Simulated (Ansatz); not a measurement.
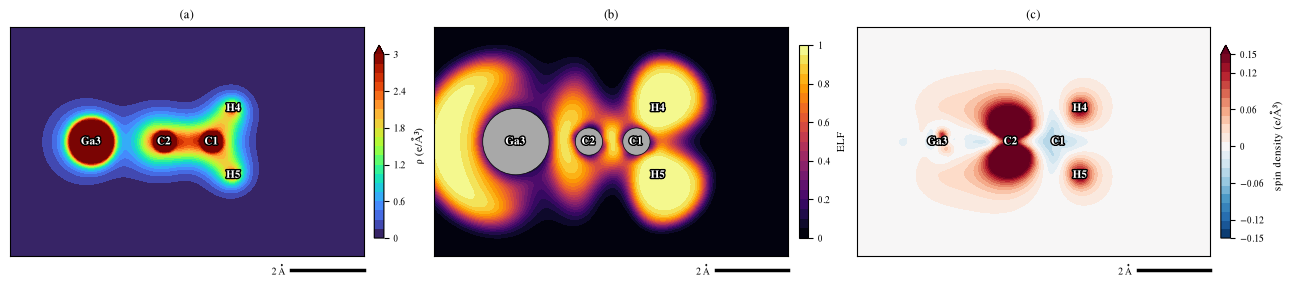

Figure 1: C$_{2}$H$_{2}$Ga (SMILES C=[C][Ga]) (doublet). (a) electron density; (b) ELF; (c) spin density on the molecular plane. Grey discs cover the atomic cores in the ELF map.

Geometry: B3LYP-D3(BJ)/6-311G**.

Level of theory: Ansatz, isolated molecule in a Gaussian basis; Kohn-Sham density functional theory, functional PBE0.

```xyz
5

C    -1.7022   -0.4210    0.6471
C    -0.4539   -0.8205    0.6381
Ga    1.4674   -1.4373    0.6226
H    -2.0247    0.4804    1.1754
H    -2.4949   -0.9655    0.1268
```

> Read the bonding off the picture.

- Atoms in the plane: C, Ga and H.
- C–C (1.31 Å): the density is about 2.5 e/Å³ at the midpoint; the ELF peaks at about 0.90 between the atoms; a short, multiple covalent bond.
- C–Ga (2.02 Å): ρ is about 0.66 e/Å³ halfway; the ELF peaks at about 0.95 in the valence shell of C, 0.7 Å from its nucleus, and is about 0.45 at the midpoint.
- C–H (1.09 Å): ρ is about 2 e/Å³ halfway; the ELF climbs to about 1 towards the hydrogen, as it does in any bond to H: a covalent bond by its length.
- The unpaired spin (1 electron) lies mostly on C2 (about 0.7) and Ga3 (about 0.2), in electrons by Hirshfeld's partition.
